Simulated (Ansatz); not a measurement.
# One shape, several levels: quartet PH2

We compute a comparison of 6 runs (UHF/6-31G*, UBLYP/3-21G, U-wB97M-V/6-31G*, UB3LYP/6-31G*, UPBE0/6-31G*, UCCSDT/6-31G*) of quartet PH2. 

The results are computed with Ansatz 0.2.0.

39 further runs of the same task are left out: 39 set aside as unsound or not needed.

### 1 The molecule

PH2: 3 atoms, total charge 0, spin state quartet. SMILES of the parent species: `[PH2]`. The shape is that of a PBE0-D4/def2-TZVP optimisation. That shape belongs to the parent species and isn't relaxed for this state.

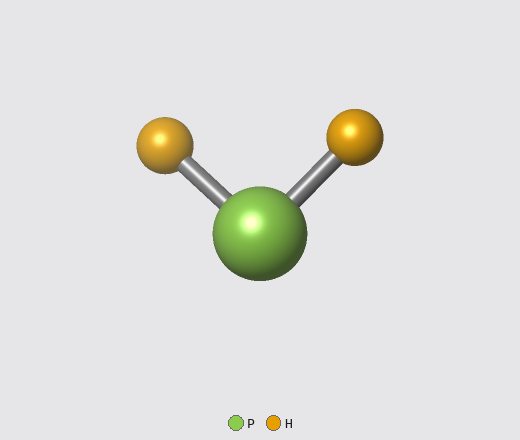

The structure, seen from a chosen angle (phosphorus green, hydrogen amber).

### 2 A single-point energy at UHF/6-31G(d) (spherical functions) (run 1)

job.yaml

```yaml
crystal:
  periodic: [false, false, false]
  atoms:
    - symbol: P
      position_ang: [0.525730, -0.309370, 0.258210]
    - symbol: H
      position_ang: [0.114640, 1.051490, 0.176750]
    - symbol: H
      position_ang: [-0.640370, -0.742120, -0.434970]
basis:
  gaussian: {orbitals: 6-31G_st_-spherical.json}
magnetization: {spin_polarized: true, initial_magnetization: 3}
hamiltonian: {xc: hf}
accuracy: high
```

The basis set 6-31G* is read from a file made from the Basis Set Exchange's data (not shown).

Started as:

```console
$ ansatz run job.yaml --threads 1 --pin off --max-ram 3480MiB --events-out events.jsonl --progress --plain --runs-dir runs
```

What it wrote:

```text
Warning: RAYON_NUM_THREADS=1 ignored (pool sized by the plan → 1); use --threads N
Functional definition: HF
  name "HF"
  exchange = exact_x
  correlation = 0
382 factors; integrals over basis functions are off by at most 3.4e-9 eV
mean field evaluation 1: about -9295.7582 eV, gradient 6.8e0 eV
mean field evaluation 2: about -9295.8196 eV, gradient 6.9e0 eV
mean field evaluation 4: about -9296.3946 eV, gradient 9.0e-1 eV
mean field evaluation 8: about -9296.4117 eV, gradient 2.0e-3 eV
mean field evaluation 16: about -9296.0645 eV, gradient 1.5e0 eV
mean field evaluation 32: about -9295.7580 eV, gradient 6.8e0 eV
mean field -9296.41167897 eV, -341.6368278679 hartree, gradient 8.5e-8 eV, S^2 3.756341; 0 other end points of the search recorded, 0 dependent functions left out
reference -9296.41167897 eV, -341.6368278679 hartree; 10, 7 occupied and 12, 15 virtual orbitals, 382 factors
Total energy: -9296.41167897 eV, -341.6368278679 hartree
```

Wall time 0.22 s (1 thread of Arm Neoverse V1, shared host).

### 3 A single-point energy at UBLYP/3-21G (run 2)

molecule.yaml

```yaml
crystal:
  periodic: [false, false, false]
  atoms:
    - {symbol: P, position_ang: [0.525730, -0.309370, 0.258210]}
    - {symbol: H, position_ang: [0.114640, 1.051490, 0.176750]}
    - {symbol: H, position_ang: [-0.640370, -0.742120, -0.434970]}
basis:
  gaussian:
    orbitals: 3-21G.json
magnetization:
  spin_polarized: true
  initial_magnetization: 3
hamiltonian:
  xc: {name: BLYP}
accuracy: high
```

The basis set 3-21G is read from a file made from the Basis Set Exchange's data (not shown).

Started as:

```console
$ ansatz run molecule.yaml --threads 1 --pin off --max-ram 3480MiB --events-out events.jsonl --progress --plain --runs-dir runs
```

What it wrote:

```text
Warning: RAYON_NUM_THREADS=1 ignored (pool sized by the plan → 1); use --threads N
Functional definition: BLYP
  name "BLYP"
  parameter beta = 0.0042
  parameter a = 0.04918
  parameter b = 0.132
  parameter c = 0.2533
  parameter d = 0.349
  exchange = b88_x(beta = beta)
  correlation = lyp_c(a = a, b = b, c = c, d = d)
323 factors; integrals over basis functions are off by at most 2.1e-9 eV
mean field evaluation 1: about -9264.9674 eV, gradient 4.1e0 eV
mean field evaluation 2: about -9265.0903 eV, gradient 1.5e0 eV
mean field evaluation 4: about -9265.1122 eV, gradient 2.4e-1 eV
mean field evaluation 8: about -9265.1055 eV, gradient 5.0e-4 eV
mean field evaluation 16: about -9265.1055 eV, gradient 1.0e-7 eV
mean field -9265.10554319 eV, -340.4863485982 hartree, gradient 8.9e-9 eV, S^2 3.750541; 1 other end points of the search recorded, 0 dependent functions left out
reference -9265.10557623 eV, -340.4863498122 hartree; 10, 7 occupied and 7, 10 virtual orbitals, 323 factors
Total energy: -9265.10557623 eV, -340.4863498122 hartree
```

Run time: 0.89 s. Hardware: 1 thread of Arm Neoverse V1, shared host; peak memory 0.095 GiB.

Runs 3 to 5 aren't shown in full; the table further down has their settings and results.

### 4 The energy at UCCSDT/6-31G(d) (spherical functions) (run 6)

run.yaml

```yaml
crystal:
  periodic: [false, false, false]
  atoms:
    - {symbol: P, position_ang: [0.525730, -0.309370, 0.258210]}
    - {symbol: H, position_ang: [0.114640, 1.051490, 0.176750]}
    - {symbol: H, position_ang: [-0.640370, -0.742120, -0.434970]}
basis:
  gaussian: {orbitals: 6-31G_st_-spherical.json}
magnetization: {spin_polarized: true, initial_magnetization: 3}
correlation: {method: ccsdt, frozen_orbitals: {H: 0, P: 5}}
accuracy: high
scf: {omitted_lower_state_checks: [cluster_reference, increment]}
```

The basis set 6-31G* is read from a file made from the Basis Set Exchange's data (not shown).

Started as:

```console
$ ansatz run run.yaml --threads 1 --pin off --max-ram 3480MiB --events-out events.jsonl --progress --plain --runs-dir runs
```

What it wrote, cut to the lines that bear on the results:

```text
Warning: RAYON_NUM_THREADS=1 ignored (pool sized by the plan → 1); use --threads N
[... 2 set-up lines as earlier in the session ...]
[...]
382 factors; integrals over basis functions are off by at most 3.4e-9 eV
[...]
mean field -9296.41167897 eV, -341.6368278679 hartree, gradient 8.5e-8 eV, S^2 3.756341; 2 other end points of the search recorded, 0 dependent functions left out
5 core orbitals not correlated: weight in the atoms' cores, before any rotation towards them, 1.000 or more for the frozen orbitals, at most 0.000 for the correlated occupied ones
reference -9296.41167897 eV, -341.6368278679 hartree; 5, 2 occupied and 12, 15 virtual orbitals, 382 factors
second order -1.82602530 eV of doubles, -0.00000000 eV of singles
cycle   1  -2.22778278 eV  change   -4.0e-1 eV  update   5.5e-2
[...]
cycle  22  -2.53872373 eV  change   3.7e-10 eV  update  4.4e-10
Total energy: -9298.95040270 eV, -341.7301242441 hartree
Checks for a lower state left out: cluster_reference, increment
```

Run time: 1.2 s. Hardware: 1 thread of Arm Neoverse V1, shared host.

### 5 Overview of the runs

```
run                                   level  frozen core orbitals  energy (Eh)   ⟨S²⟩  wall time
  1        UHF/6-31G* (spherical functions)                     –  -341.636828  3.756     0.22 s
  2                             UBLYP/3-21G                     –  -340.486350  3.751     0.89 s
  3  U-wB97M-V/6-31G* (spherical functions)                     –  -342.208438  3.751       14 s
  4     UB3LYP/6-31G* (spherical functions)                     –  -342.266885  3.752      1.4 s
  5      UPBE0/6-31G* (spherical functions)                     –  -342.118718  3.752      1.2 s
  6     UCCSDT/6-31G* (spherical functions)                     5  -341.730124  3.756      1.2 s
```

### 6 Outcome

| quantity | value |
| --- | --- |
| run 6: total energy | -341.73012 Eh |
| run 6: correlation energy (5 core orbitals frozen) | -93.3 mEh |
| run 6: ⟨S²⟩ of the reference determinant | 3.756 |
| run 6: T1 diagnostic | 0.018 |

Totals of different functionals can't be ranked against each other. All runs together took 18 s, the longest 14 s.
